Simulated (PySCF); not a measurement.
## SiHCl₃: geometry relaxation

SiHCl₃ (Trichlorosilane), SMILES Cl[SiH](Cl)Cl, computed with PBE0-D3(BJ)/def2-TZVP geometry optimisation, gas phase (PySCF 2.14.0).

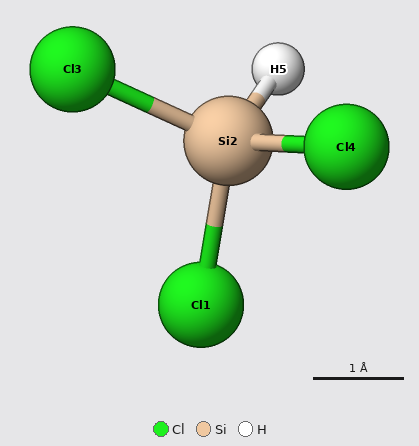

Figure 1. The structure as given in the input (ball-and-stick view, seen at a tilt; atoms are numbered from 1 in the order of the input).

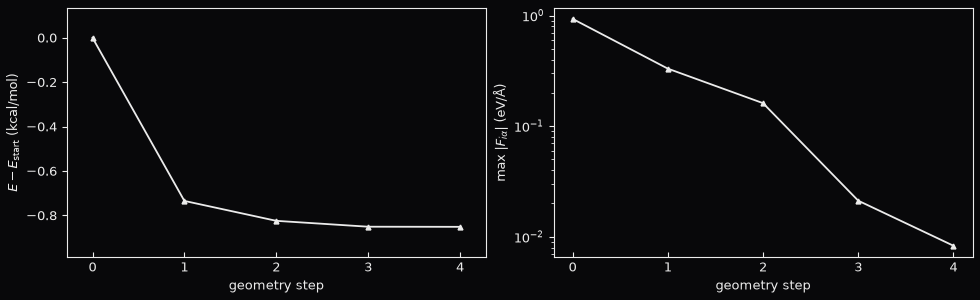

Figure 2. Progress of the relaxation, step by step (steps are counted from 0).

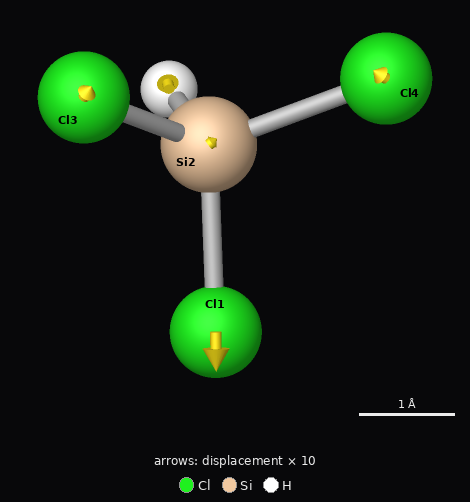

Figure 3. The starting structure with the displacements as yellow arrows, magnified 10 times (ball-and-stick view, seen at a tilt). The two geometries are laid on each other by the best rigid fit. The largest move after the best rigid fit is that of Cl1, 0.042 Å. By element the largest moves are Cl 0.042 Å, H 0.027 Å, Si 0.011 Å. Distances before and after: Cl1–Si2 1.981 → 2.030 Å, Si2–H5 1.442 → 1.469 Å, Si2–Cl4 2.047 → 2.030 Å, Si2–Cl3 2.019 → 2.029 Å. The energy falls by 0.85 kcal/mol in 4 geometry steps. The largest force component goes from 0.93 to 0.0083 eV/Å. (Atoms are counted from 1 in the order of the input.)

These pictures come from the run below.

Input:
```
{"job": {"xc": "PBE0", "basis": "def2-TZVP", "d3": "d3bj", "grid": 2, "shake": 0.01, "kind": "geom"}, "charge": 0, "multiplicity": 1}
Cl    -0.679120     1.716870    -0.616510
Si    -0.013060    -0.004230     0.103420
Cl    -1.099300    -1.522740    -0.664270
Cl     1.959540    -0.217500    -0.400690
H     -0.134490    -0.006380     1.540170
```

The first line tells a small driver script what to run in PySCF; the rest is the geometry in Å.

Command:
```bash
OMP_NUM_THREADS=1 python <driver script> task.json out
```

Output:
```
step   0  E = -1670.33292658  max force = 0.018148
step   1  E = -1670.33409752  max force = 0.006441
step   2  E = -1670.33424047  max force = 0.003140
step   3  E = -1670.33428271  max force = 0.000413
step   4  E = -1670.33428356  max force = 0.000161
optimisation converged
```

Trajectory as extended XYZ (Å, eV, eV/Å), 5 frames, from step=0 to step=4:
```
5
Properties=species:S:1:pos:R:3:forces:R:3 step=0 energy=-45452.07405
Cl   -0.6791    1.7169   -0.6165   -0.3685   0.9332  -0.3860
Si   -0.0131   -0.0042    0.1034    0.7312  -0.6427  -0.1335
Cl   -1.0993   -1.5227   -0.6643   -0.0849  -0.2196  -0.0976
Cl    1.9595   -0.2175   -0.4007   -0.2518  -0.0344   0.0633
H    -0.1345   -0.0064    1.5402   -0.0260  -0.0365   0.5538
5
Properties=species:S:1:pos:R:3:forces:R:3 step=1 energy=-45452.10591
Cl   -0.6236    1.7615   -0.8696    0.1403  -0.3312   0.1393
Si    0.0484   -0.0303   -0.1331   -0.3005   0.2604  -0.1497
Cl   -1.0941   -1.5342   -0.8842    0.0112   0.0485   0.0283
Cl    1.9706   -0.3222   -0.6869    0.1311   0.0150  -0.0179
H    -0.0590   -0.0189    1.3314    0.0178   0.0074   0.0000
5
Properties=species:S:1:pos:R:3:forces:R:3 step=2 energy=-45452.10980
Cl   -0.6190    1.7530   -0.8661    0.0671  -0.1614   0.0614
Si    0.0454   -0.0318   -0.1357   -0.1473   0.1559  -0.0717
Cl   -1.1008   -1.5322   -0.8838    0.0150   0.0196   0.0149
Cl    1.9745   -0.3158   -0.6856    0.0529  -0.0025  -0.0081
H    -0.0576   -0.0172    1.3290    0.0123  -0.0116   0.0035
5
Properties=species:S:1:pos:R:3:forces:R:3 step=3 energy=-45452.11095
Cl   -0.6157    1.7473   -0.8654   -0.0002  -0.0008  -0.0004
Si    0.0416   -0.0297   -0.1374   -0.0004   0.0212   0.0035
Cl   -1.1038   -1.5298   -0.8826   -0.0012  -0.0087  -0.0022
Cl    1.9754   -0.3122   -0.6848    0.0004  -0.0056  -0.0013
H    -0.0552   -0.0197    1.3279    0.0015  -0.0062   0.0004
5
Properties=species:S:1:pos:R:3:forces:R:3 step=4 energy=-45452.11097
Cl   -0.6159    1.7480   -0.8654   -0.0001  -0.0005   0.0007
Si    0.0414   -0.0288   -0.1374    0.0021   0.0083   0.0023
Cl   -1.1035   -1.5298   -0.8823   -0.0021  -0.0045  -0.0019
Cl    1.9750   -0.3128   -0.6852   -0.0003  -0.0018  -0.0011
H    -0.0547   -0.0206    1.3280    0.0004  -0.0015   0.0000
```

Results in brief:

- outcome: converged
- total energy: −1670.334284 hartree
- dipole moment: 0.78 D
- point group: C3v
- hardware: 1 CPU thread, shared host
- wall time: 24 s
- peak memory: 0.57 GiB
